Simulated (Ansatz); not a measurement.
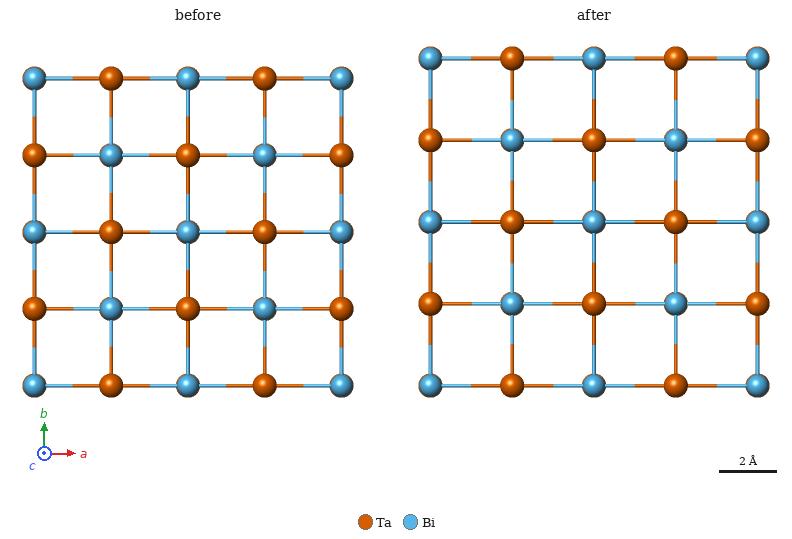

The structure of a crystal of TaBi (a generated structure, set up in Fm-3m) (coarse preliminary run) before (left) and after (right) a relaxation, at one scale.

Style: ball-and-stick. Shown: the conventional cell (4 times the calculation's cell), repeated 2 × 2 × 1 with one cell outlined, along the c axis. Lengths and directions refer to the drawn axes.

Theory: DFT PBE, scalar-relativistic, plane waves, PAW (Ansatz). (plane-wave cutoff 420 eV; k-point mesh 6 × 6 × 6; occupations gaussian; smearing width 0.1 eV; no spin polarisation; cell and atoms relaxed; force threshold 0.05 eV/Å; at most 80 steps)

Question: What changed between the two?

Answer: Over 3 accepted moves (4 points after the start) the energy falls by 315 meV per atom. All forces vanish by symmetry, so only the cell relaxes. The pressure goes from 28.34 to −0.04 GPa. The SCF was repeated once at an unchanged geometry on a basis and grid sized afresh for the cell, which shifted the energy by 1.8 meV per atom at most. No atom moves by more than 0.005 Å relative to the cell. The drawn cell changes as follows: a = b = c 5.472 → 5.830 Å (+6.5 %); the volume changes by +20.9 %. Among the contacts that change: Bi–Ta 2.736 → 2.915 Å. The space group stays Fm-3m (No. 225). The run took about 5 core-seconds on a shared host.
